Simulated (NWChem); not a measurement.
# BBrCl2 (bromodichloroborane) at 6 levels

We compute a comparison of 6 runs (HF/STO-3G, HF/3-21G, wB97X/6-31G, B3LYP/6-31G*, r2SCAN/def2-TZVP) of BBrCl2 (bromodichloroborane). 

Program for the calculation: NWChem 7.3.0.

2 further runs of the same task are left out: 2 that didn't finish.

### 1 The system as given

The species is BBrCl2 (4 atoms), meant as a singlet with charge 0. SMILES: `ClB(Cl)Br`. The coordinates come from a PBE0-D4/def2-TZVP relaxation.

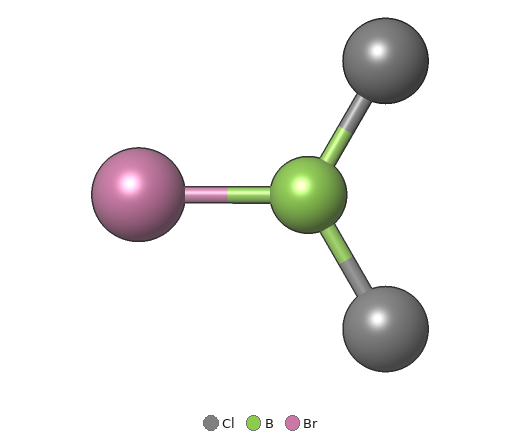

The structure, seen from a chosen angle (chlorine grey, boron green, bromine pink).

### 2 Energy and gradient at HF/STO-3G (run 1)

run.py

```python
from ase import Atoms
from ase.calculators.nwchem import NWChem

molecule = Atoms(['Cl', 'B', 'Cl', 'Br'], positions=[
    [0.582100, 0.666000, 1.510800],
    [0.037200, -0.038100, 0.022100],
    [0.444300, -1.679200, -0.365600],
    [-1.008100, 0.991100, -1.187600],
])

calc = NWChem(
    label='bbrcl2',
    theory='scf',
    memory='2200 mb',
    basis='STO-3G',
    basispar='spherical bse',
    scf={'nopen': '0', 'rhf': None, 'thresh': '1e-08', 'maxiter': '80'},
)
molecule.calc = calc

forces = molecule.get_forces()
e = molecule.get_potential_energy()
print(f"E = {e:.6f} eV")
print("forces (eV/A):")
for s, f in zip(molecule.symbols, forces):
    print(f"{s:2s} {f[0]:10.5f} {f[1]:10.5f} {f[2]:10.5f}")
print("dipole (e A):", molecule.get_dipole_moment().round(4))
```

The run is started by

```
$ export ASE_NWCHEM_COMMAND="nwchem PREFIX.nwi > PREFIX.nwo"
$ python run.py
```

Standard output:

```text
E = -94649.865790 eV
forces (eV/A):
Cl    0.49823    0.48666    1.25341
B    -1.29969    1.27835   -1.50708
Cl    0.38896   -1.35857   -0.22446
Br    0.41251   -0.40644    0.47812
dipole (e A): [-0.0809  0.0796 -0.0934]
```

The calculator wrote bbrcl2.nwi:

```
title "bbrcl2"

permanent_dir bbrcl2

scratch_dir bbrcl2

start bbrcl2

geometry units angstrom nocenter noautosym noautoz
  Cl 5.8209999999999995e-01 6.6600000000000004e-01 1.5107999999999999e+00
  B  3.7199999999999997e-02 -3.8100000000000002e-02 2.2100000000000002e-02
  Cl 4.4429999999999997e-01 -1.6792000000000000e+00 -3.6559999999999998e-01
  Br -1.0081000000000000e+00 9.9109999999999998e-01 -1.1876000000000000e+00
end

memory 2200 mb

basis spherical bse noprint
   * library STO-3G
end

scf
  nopen 0
  rhf
  thresh 1e-08
  maxiter 80
end

task scf gradient
```

bbrcl2.nwo:

```text
Northwest Computational Chemistry Package (NWChem) 7.3.0
             --------------------------------------------------------

           Job information
           ---------------

    nwchem branch   = 7.3.0
    use scalapack   = T
    input           = bbrcl2.nwi
    prefix          = bbrcl2.
    data base       = bbrcl2/bbrcl2.db
    status          = startup
    nproc           =        1

           Memory information
           ------------------

    heap     =     72089600 doubles =      550.0 Mbytes
    stack    =     72089597 doubles =      550.0 Mbytes
    global   =    144179200 doubles =     1100.0 Mbytes (distinct from heap & stack)
    total    =    288358397 doubles =     2200.0 Mbytes
    verify   = yes
    hardfail = no

           Directory information
           ---------------------

  0 permanent = bbrcl2
  0 scratch   = bbrcl2

                                NWChem Input Module
                                -------------------

                                      bbrcl2
                                      ------

[... 109 lines left out ...]
 Convergence threshold     :          1.000E-08
[... 12 lines left out ...]
       Final RHF  results
[... 3 lines left out ...]
      One-electron energy =  -5553.040260893376
[... 1 line left out ...]
 Nuclear repulsion energy =    351.409254573081
[... 49 lines left out ...]
                       ROHF Final Molecular Orbital Analysis
[... 162 lines left out ...]
     1   1 0 0     -0.152864      0.000000    -33.351207
[... 8 lines of this table left out ...]
     2   0 0 2    -35.448707      0.000000    322.971640

                              NWChem Gradients Module
                              -----------------------

                                      bbrcl2

  wavefunction    =   RHF

                         RHF ENERGY GRADIENTS

    atom               coordinates                        gradient
                 x          y          z           x          y          z
   1 Cl      1.100009   1.258558   2.854998   -0.009689  -0.009464  -0.024375
   2 B       0.070298  -0.071999   0.041763    0.025275  -0.024860   0.029308
   3 Cl      0.839605  -3.173228  -0.690884   -0.007564   0.026420   0.004365
   4 Br     -1.905033   1.872907  -2.244239   -0.008022   0.007904  -0.009298

                 ----------------------------------------
                 |  Time  |  1-e(secs)   |  2-e(secs)   |
                 ----------------------------------------
                 |  CPU   |       0.00   |       1.29   |
                 ----------------------------------------
                 |  WALL  |       0.00   |       1.29   |
                 ----------------------------------------

 Task  times  cpu:        5.3s     wall:        5.3s
 Total times  cpu:        5.3s     wall:        5.3s
```

Run time: 6.9 s. Hardware: 1 thread of Intel Xeon Platinum 8259CL at 2.50GHz (Skylake/Cascade Lake), shared host; peak memory 0.099 GiB.

### 3 Energy and gradient at HF/3-21G (run 2)

mol.nw

```
start mol
title "BBrCl2"
memory total 2200 mb
charge 0

geometry units angstroms noautosym nocenter noautoz
  Cl       0.582100       0.666000       1.510800
  B        0.037200      -0.038100       0.022100
  Cl       0.444300      -1.679200      -0.365600
  Br      -1.008100       0.991100      -1.187600
end

basis spherical bse
  * library 3-21G
end

scf
  thresh 1e-08
  maxiter 80
end

task scf gradient
```

The run is started by

```
$ nwchem mol.nw > mol.out
```

Standard output:

```text
[...]
  functions       =    57
[...]
  wavefunction    = RHF
[...]
         Total SCF energy =  -3499.276958282935
      One-electron energy =  -5568.309545819334
      Two-electron energy =   1717.623332963318
 Nuclear repulsion energy =    351.409254573081
        Time for solution =      4.3s
[...]
                         RHF ENERGY GRADIENTS
    atom               coordinates                        gradient
                 x          y          z           x          y          z
   1 Cl      1.100009   1.258558   2.854998   -0.006832  -0.008454  -0.018426
   2 B       0.070298  -0.071999   0.041763    0.005330  -0.005238   0.006220
   3 Cl      0.839605  -3.173228  -0.690884   -0.005137   0.020223   0.004537
   4 Br     -1.905033   1.872907  -2.244239    0.006639  -0.006531   0.007669
[...]
```

It took 6.9 s on 1 thread of Intel Xeon Platinum 8259CL at 2.50GHz (Skylake/Cascade Lake), shared host; peak memory 0.096 GiB.

Runs 3 to 5 aren't shown in full; the table further down has their settings and results.

### 4 Energy and forces at r2SCAN/def2-TZVP (run 6)

geom.nw

```
start geom
memory stack 880 mb heap 220 mb global 1100 mb
charge 0

geometry units au noautosym nocenter noautoz
Cl     1.10000958     1.25855760     2.85499823
B      0.07029781    -0.07199857     0.04176295
Cl     0.83960532    -3.17322811    -0.69088387
Br    -1.90503291     1.87290756    -2.24423875
end

basis spherical bse
* library def2-TZVP
end

dft
xc r2scan
mult 1
grid fine
convergence energy 1e-08
iterations 100
mulliken
end

task dft gradient
```

The run is started by

```
$ nwchem geom.nw > geom.out
```

Standard output:

```text
[...]
          Wavefunction type:  closed shell.
          No. of atoms     :     4
          No. of electrons :    74
[...]
          Charge           :     0
          Spin multiplicity:     1
[...]
          AO basis - number of functions:   153
[...]
              XC Information
              --------------
                      r^2SCAN Method XC Functional
               r^2SCAN metaGGA Exchange Functional  1.000
                     r^2SCAN Correlation Potential  1.000
[...]
 d= 0,ls=0.0,diis     1  -3519.3783428539 -3.87D+03  6.92D-03  1.65D+00    13.7
[...]
 d= 0,ls=0.0,diis    10  -3519.4687449338 -3.66D-09  2.58D-07  3.58D-09   101.3
         Total DFT energy =    -3519.468744933826
      One electron energy =    -5586.930413636146
           Coulomb energy =     1867.933822897644
    Exchange-Corr. energy =     -151.881383159383
 Nuclear repulsion energy =      351.409228964059
[...]
      Total Density - Mulliken Population Analysis
     ---------------------------------------------
    Atom       Charge   Shell Charges
 -----------   ------   -------------------------------------------------------
    1 Cl  17    17.08   2.01  0.44  1.52  1.12  0.83  4.19  1.66  1.12  2.85  1.29  0.01  0.03  0.00
    2 B    5     4.80   0.91  1.06  0.52  0.34 -0.03  0.90  0.73  0.06  0.06  0.21  0.03
    3 Cl  17    17.08   2.01  0.44  1.52  1.12  0.83  4.19  1.66  1.12  2.85  1.29  0.01  0.03  0.00
    4 Br  35    35.04   2.00  2.01  1.16  0.77  1.05  0.93  6.00  5.93  1.36  2.69  1.11  8.95  1.00  0.05  0.04  0.00
[...]
  wavefunction    = closed shell
                         DFT ENERGY GRADIENTS
    atom               coordinates                        gradient
                 x          y          z           x          y          z
   1 Cl      1.100010   1.258558   2.854998   -0.000845  -0.001098  -0.002329
   2 B       0.070298  -0.071999   0.041763    0.000094  -0.000084   0.000157
   3 Cl      0.839605  -3.173228  -0.690884   -0.000623   0.002531   0.000592
   4 Br     -1.905033   1.872908  -2.244239    0.001375  -0.001349   0.001580
[...]
```

It took 2.5 min on 1 thread of Intel Xeon Platinum 8259CL at 2.50GHz (Skylake/Cascade Lake), shared host; peak memory 0.14 GiB.

### 5 The series

```
run                               level  iteration cap  module   energy (Eh)  dipole moment (D)  HOMO energy (eV)  LUMO energy (eV)  wall time
  1                           HF/STO-3G             80     scf  -3478.318440               0.71             -9.78              4.65      6.9 s
  2                            HF/3-21G             80     scf  -3499.276958               0.60            -11.86              1.54      6.9 s
  3                         wB97X/6-31G            100     dft  -3519.066510               0.27            -11.21              0.12       51 s
  4  B3LYP/6-31G* (spherical functions)            100     dft  -3519.225638               0.01             -8.33             -1.92       40 s
  5  B3LYP/6-31G* (Cartesian functions)            100     dft  -3519.241143               0.01                 –                 –       41 s
  6                    r2SCAN/def2-TZVP            100     dft  -3519.468745               0.06             -7.66             -2.47    2.5 min
```

### 6 What came out

| quantity | value |
| --- | --- |
| run 6: total energy | -3519.46874 Eh |
| run 6: dipole moment | 0.06 D |
| run 6: HOMO energy | -7.66 eV |
| run 6: LUMO energy | -2.47 eV |
| run 6: HOMO–LUMO gap | 5.19 eV |
| run 6: largest force on an atom | 0.139 eV/Å |

The dipole moment (its size) runs from 0.01 D (B3LYP/6-31G*) to 0.71 D (HF/STO-3G). The two ends differ in method and basis. Over runs 1, 2, 3, 4, 6 the HOMO–LUMO gap runs from 5.19 eV (r2SCAN/def2-TZVP) to 14.44 eV (HF/STO-3G). Totals of different functionals can't be ranked against each other. In run 1 the basis is minimal, so the values are rough. All runs together took 5 min, the longest 2.5 min.
